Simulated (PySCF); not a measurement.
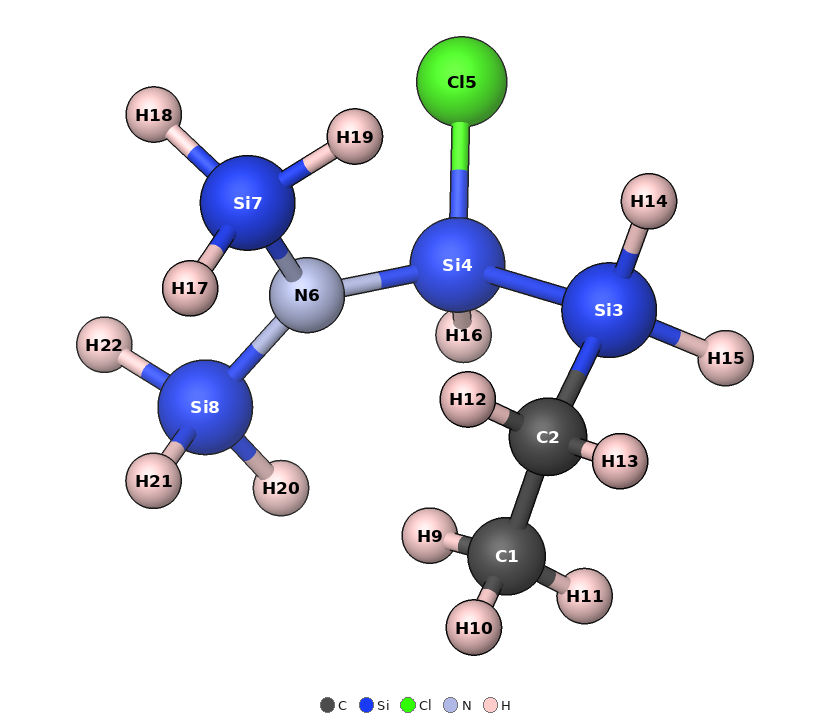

The computed structure is the end point of a GFN2-xTB optimisation. No frequency run is at hand to confirm it as a minimum. Electric field gradients from the ground-state density, PBE0/pcSseg-1 (PySCF 2.14.0), non-relativistic apart from any core potentials.

Give the largest field-gradient component, the quadrupole coupling constant and the asymmetry for 35Cl at Cl5 (Q = −81.7 mb), 14N at N6 (Q = 20.44 mb), 2H at H9 (Q = 2.86 mb), 2H at H10 (Q = 2.86 mb).

```csv
atom,V_zz (a.u.),e²qQ/h (MHz),η
Cl5,1.979,−38.0,0.13
N6,−0.584,−2.81,0.12
H9,0.313,0.211,0.03
H10,0.313,0.210,0.02
```

The geometry is semi-empirical. Around Si such bond lengths and angles can be off by a tenth of an ångström or more and by several degrees, and values that hang on the shape move with them.
